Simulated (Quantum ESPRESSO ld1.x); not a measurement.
The carbon ion C²⁺ in the configuration [He] 2s2. All runs are scalar-relativistic and spherical, computed with Quantum ESPRESSO ld1.x 7.5. Wanted, and plotted below: the eigenvalue (eV) of the 2s orbital by 8 methods.

The deepest is Slater X-alpha with alpha = 1 (−44.2) and the shallowest exchange-only PBE (−39.4), a spread of 4.77 eV. In order (eV): Slater X-alpha with alpha = 1 (−44.2), rPW86 + PBE correlation (−40.6), PW86 + PBE correlation (−40.5), BP86 (−40.5), Wu-Cohen GGA (−40.3), PBEsol (−40.2), exchange-only B88 (−39.5), exchange-only PBE (−39.4). The measured ionisation energy (NIST) is 47.9 eV, and minus the eigenvalue comes closest to it for Slater X-alpha with alpha = 1.

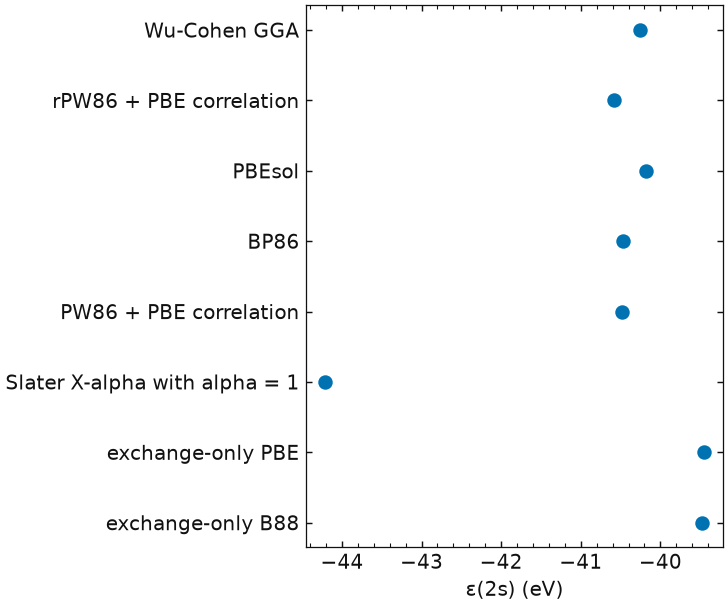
